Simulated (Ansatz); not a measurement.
# CHClF: the cost of one run

The runs use Ansatz 0.2.0, Gaussian basis; single points in def2-TZVPPD.

Correlated methods freeze the cores.

1 further run of the same task is left out (it didn't finish).

**1. The system as given**

SMILES `F[CH-]Cl`, 4 atoms, charge -1, spin multiplicity 1.

Atoms are counted from 1 here; the program's logs count them from 0.

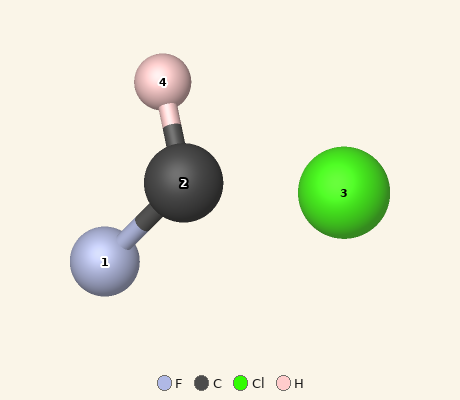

The starting geometry (fluorine light blue, carbon dark grey, chlorine green, hydrogen pink); atoms are numbered from 1 in the order of the file.

As a file:

```xyz
4

F    -1.2563   -0.1850   -0.3974
C    -0.2130    0.4101    0.3888
Cl    1.0653   -1.1504    0.3909
H     0.4219    0.9619   -0.3992
```

**2. PBE-D4/def2-TZVPPD**

File run/in.yaml:

```yaml
crystal:
  periodic: [false, false, false]
  atoms:
    - {symbol: F, position_ang: [-1.256301, -0.185045, -0.397422]}
    - {symbol: C, position_ang: [-0.213039, 0.410091, 0.388825]}
    - {symbol: Cl, position_ang: [1.065343, -1.150442, 0.390937]}
    - {symbol: H, position_ang: [0.421911, 0.961944, -0.399205]}
basis:
  gaussian: {orbitals: "def2-TZVPPD.json"}
total_charge: -1
hamiltonian: {xc: pbe, dispersion: d4}
output: {forces: true}
```

The basis file named in the input lies beside it (Basis Set Exchange, JSON).

Started as:

```
> ansatz run in.yaml --threads 2 --pin off --events-out ev --progress --plain --max-ram 3481MiB
```

**Question.** How long does this run take on 2 threads of Arm Neoverse V1, shared host, and how much memory does it need?

About 1.4 s, with a peak of 0.14 GiB.
